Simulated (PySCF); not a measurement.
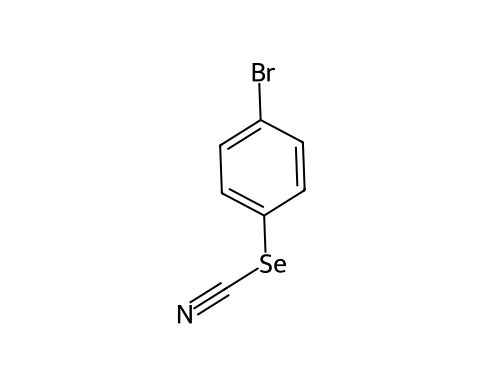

Structural formula above. The computed structure is the end point of a PBE0-D3(BJ)/def2-SVP optimisation. No frequency run is at hand to confirm it as a minimum.

Describe the 3D structure.

The molecule is C₇H₄BrNSe. As SMILES it reads `N#C[Se]c1ccc(Br)cc1`. Independent rings (smallest set): 1 of 6 members, 1 of them aromatic. Among its groups: nitrile, C–Br bond. All atoms lie on one plane. Coordination: 1 C linear; 1 Se bent; 6 C trigonal planar.

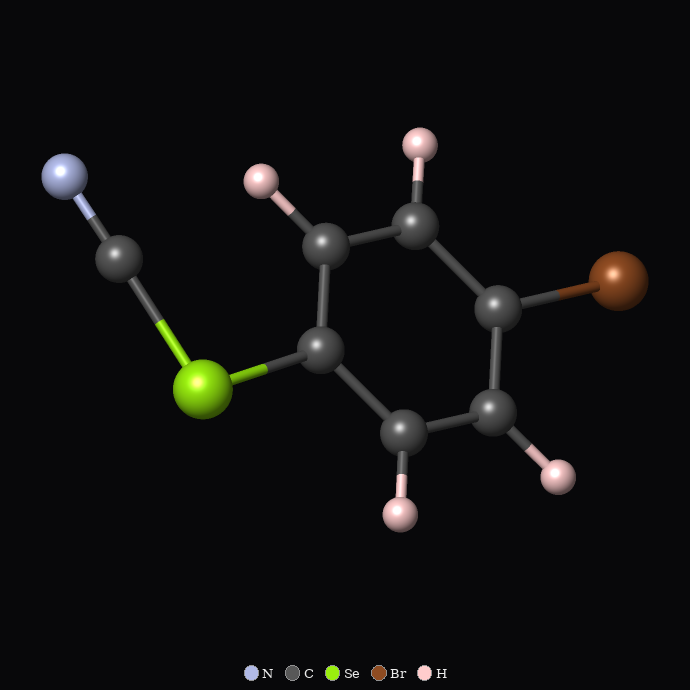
